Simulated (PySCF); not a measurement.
SMILES CCC[SiH2]C(C)C at its GFN2-xTB optimised geometry (Å):

```
23

C      3.2098     1.5694     2.7997
C      2.6780     0.8161     1.5856
C      1.1553     0.8542     1.5098
Si     0.4806    -0.0828     0.0000
C     -1.4301    -0.0828     0.0000
C     -2.0059     1.3314     0.0000
C     -1.9655    -0.8620    -1.1972
H      2.9031     2.6129     2.7649
H      2.8247     1.1311     3.7183
H      4.2965     1.5322     2.8313
H      3.0120    -0.2223     1.6290
H      3.0954     1.2539     0.6768
H      0.8346     1.8975     1.4820
H      0.7469     0.4309     2.4300
H      0.9671     0.5548    -1.2327
H      0.9531    -1.4751     0.0318
H     -1.7857    -0.5858     0.9063
H     -1.6877     1.8827     0.8819
H     -1.6782     1.8771    -0.8827
H     -3.0954     1.3032    -0.0066
H     -1.5907    -1.8827    -1.1935
H     -1.6547    -0.3910    -2.1272
H     -3.0545    -0.8970    -1.1825
```

Computed with PBE/def2-SVP run with PySCF.

Map of the HOMO−1 amplitude (bohr^(-3/2)) on the plane z = 0.8 Å; orbital energy -7.09 eV, overall sign arbitrary:

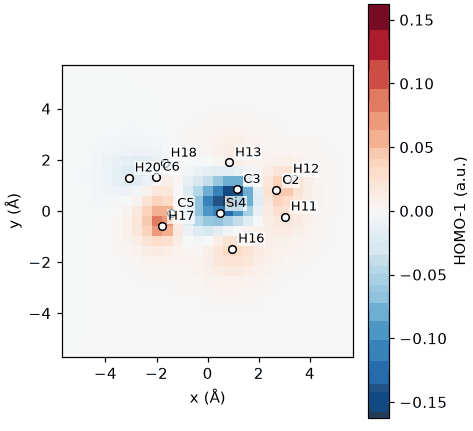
HOMO−1 amplitude (bohr^(-3/2)) on the plane z = 0.8 Å.
